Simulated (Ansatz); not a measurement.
```xyz
10
Lattice="6.2346 0.0000 0.0000 0.0000 6.2346 0.0000 0.0000 0.0000 6.2346" Properties=species:S:1:pos:R:3 pbc="T T T"
Al    1.5587    1.5587    1.5587
Al    4.6760    4.6760    4.6760
Al    1.5587    1.5587    4.6760
Al    4.6760    4.6760    1.5587
Al    1.5587    4.6760    1.5587
Al    4.6760    1.5587    4.6760
Al    4.6760    1.5587    1.5587
Al    1.5587    4.6760    4.6760
Cl    0.0000    0.0000    0.0000
Cl    3.1173    3.1173    3.1173
```

Space group Im-3m; a structure generated by program, which may or may not match a known phase; computed without spin polarisation.

All numbers below come from DFT PBE, scalar-relativistic, plane waves, PAW in Ansatz.

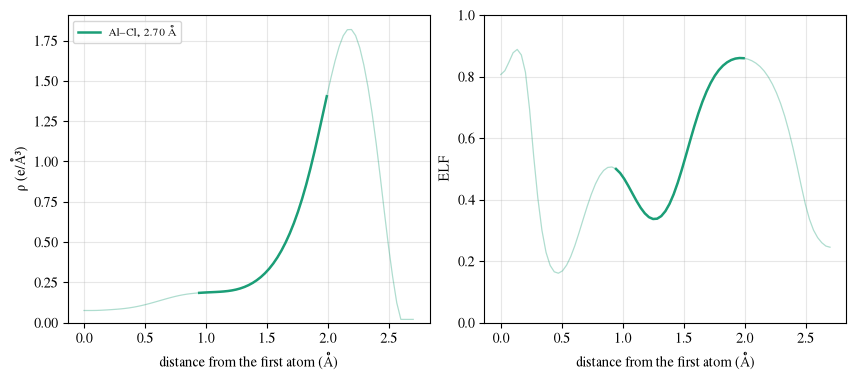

Al4Cl. Valence charge density (pseudo) and ELF along straight lines between neighbouring atoms. Thin, pale parts lie inside the atomic spheres.

The density is the valence pseudo-density of a PAW calculation; it isn't the true density close to the nuclei.

What can be read from the curves?

Al–Cl (2.70 Å): ρ is about 0.23 e/Å³ halfway; the ELF peaks at about 0.85 in the valence shell of Cl, 0.7 Å from its nucleus, and drops to about 0.35 between the two atoms.
